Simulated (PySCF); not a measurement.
C₂H₆AlClS, SMILES `CC[S][AlH][Cl]`.

PySCF calculation, PBE/def2-SVPD, gas phase; geometry: GFN2-xTB. No frequency check shows the geometry to be a minimum. GFN2-xTB bond lengths at metals and heavier atoms can be off by up to 0.1 Å and shapes distorted, which carries into these values.

Cartesian coordinates (Å):

```
C1       1.7751    1.4777    0.6364
C2       1.6395    0.6103   -0.5979
S3       1.1929   -1.1317   -0.1650
Al4     -0.9343   -0.8776    0.3348
Cl5     -2.0438    0.7292   -0.2048
H6       2.5139    1.0619    1.3170
H7       0.8173    1.5378    1.1605
H8       2.0831    2.4826    0.3531
H9       2.5857    0.5304   -1.1302
H10      0.8815    1.0077   -1.2755
H11     -1.5666   -2.0277    1.1127
```

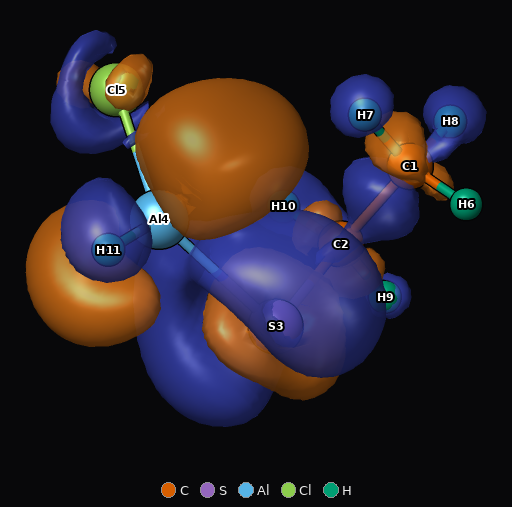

Dual descriptor f⁺ − f⁻ at ±0.015 e/Å³ (orange positive, blue negative).

Which atoms come out as electrophilic, and which as nucleophilic?

Electrophilic (positive): Al4 (+0.30). Nucleophilic (negative): S3 (−0.28). f⁻ (Hirshfeld-condensed) is largest on S3 (0.43); the vertical ionisation energy is 9.20 eV (the stability of the cation's solution wasn't checked). f⁺ (Hirshfeld-condensed) is largest on Al4 (0.44); the vertical electron affinity is −0.24 eV (the stability of the anion's solution wasn't checked; negative: at this level and geometry the extra electron isn't bound, and the finite basis holds it).

Run time: 2.6 min on 1 thread of Arm Neoverse V1, on a shared host, peak memory 0.64 GiB.
